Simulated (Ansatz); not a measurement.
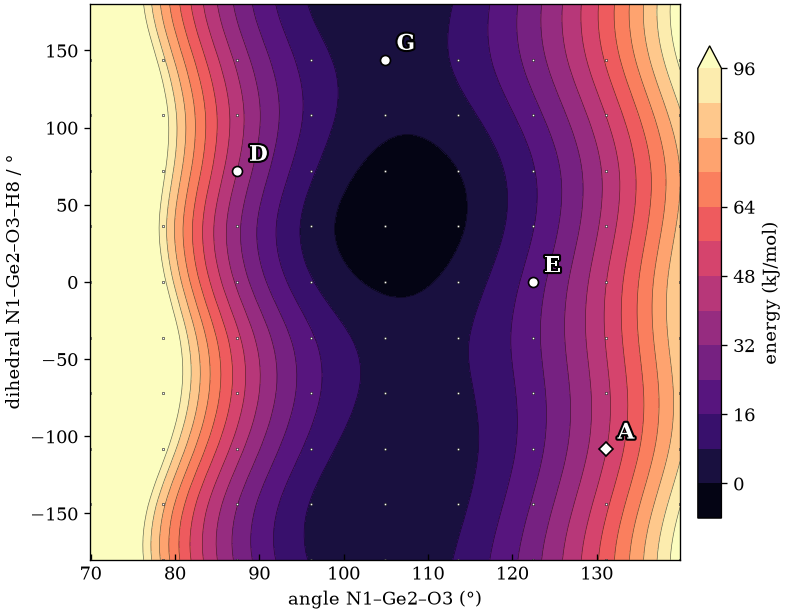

GeH₅NO, SMILES [NH2][GeH2][OH]. Coordinates scanned: (1) angle N1–Ge2–O3; (2) dihedral N1–Ge2–O3–H8. Nothing is relaxed (all other coordinates rigid). The scan uses a 9 × 10 grid. Points are written as (first, second). All energies are given in kJ/mol relative to the relaxed molecule at the same level. All numbers below come from RKS PBE0-D4/def2-TZVP (Ansatz 0.2.0).

In the figure: filled contours, dots at the grid points, one colour for all values above the top of the scale, lettered points. Between grid points the surface is interpolated.

Is G the lowest point of the computed grid?

Answer. No. G lies 9 kJ/mol above the lowest grid point, which is at (104.9°, 36°).

What kind of point is each of A, D, E, G: minimum, saddle, maximum or slope?

Answer. A: on a slope; D: on a slope; E: on a slope; G: saddle point. (In these two coordinates alone; a stationary point may lie a little off the grid point.)
